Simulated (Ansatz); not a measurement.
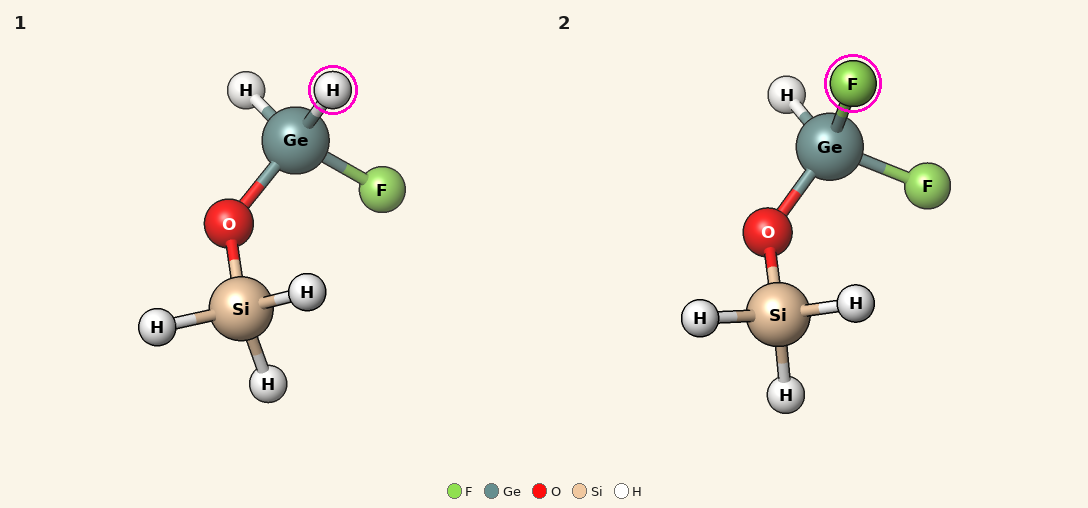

2 molecules with one skeleton, seen from the same side and at one scale; the atom that differs is circled. Each species is neutral and a spin singlet. Computed geometries: PBE0-D4/def2-TZVP optimisations, one conformation each. Properties computed with Ansatz 0.2.0.

One atom differs, called X below: H in panel 1, F in panel 2. Their formulas are FGeH5OSi (`[F][GeH2][O][SiH3]`), F2GeH4OSi (`[F][GeH]([F])[O][SiH3]`).

Question: In which is the length of X–Ge larger (PBE0-D4/def2-TZVP)?

Answer: In panel 2 (X = F).

Question: In which is the HOMO energy (Kohn–Sham orbital) higher (r2SCAN-D4/def2-TZVPP)?

Answer: In panel 1 (X = H).

Give the values. With PBE0-D4/def2-TZVP: length of X–Ge (Å), angle H–Ge–X (°). With r2SCAN-D4/def2-TZVPP: dipole moment (D), HOMO energy (Kohn–Sham orbital) (eV), HOMO–LUMO gap (eV).

| quantity | 1 (H) | 2 (F) | 2 − 1 |
| --- | --- | --- | --- |
| length of X–Ge (Å) | 1.532 | 1.717 | +0.185 |
| angle H–Ge–X (°) | 117.7 | 111.1 | −6.6 |
| dipole moment (D) | 1.80 | 1.76 | −0.04 |
| HOMO energy (Kohn–Sham orbital) (eV) | −7.77 | −8.16 | −0.39 |
| HOMO–LUMO gap (eV) | 7.12 | 7.08 | −0.04 |
